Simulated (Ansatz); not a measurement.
The starting structures come from a database of crystals and need not be the phases stable at ambient conditions.

 Where the default PAW files enter, the runs use the earlier of Ansatz's two default sets.

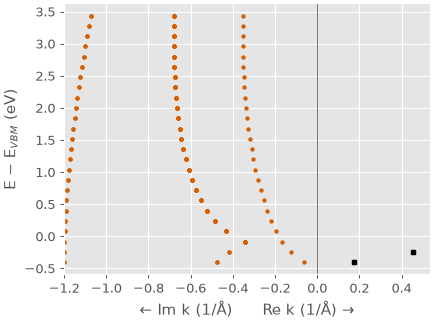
Figure. Complex bands at the centre of the two-dimensional zone; r2SCAN (Ansatz, a quantum-chemistry and plane-wave program)

The gap is the functional's own, uncorrected, and κ follows it; spin-orbit coupling is left out. Mid-gap values are interpolated between the computed energies.

Question: This is Li₂H₆Pt (Fm-3m, not sure to be the ambient phase, 9 atoms a cell, 8.2 Å³ an atom) along the normal of (111). Read off the slowest decay at the centre of the two-dimensional zone at 1.68 eV, the computed energy nearest the middle of the gap.

Answer: κ ≈ 0.33 1/Å, a decay length 1/(2κ) of the density of 1.5 Å.
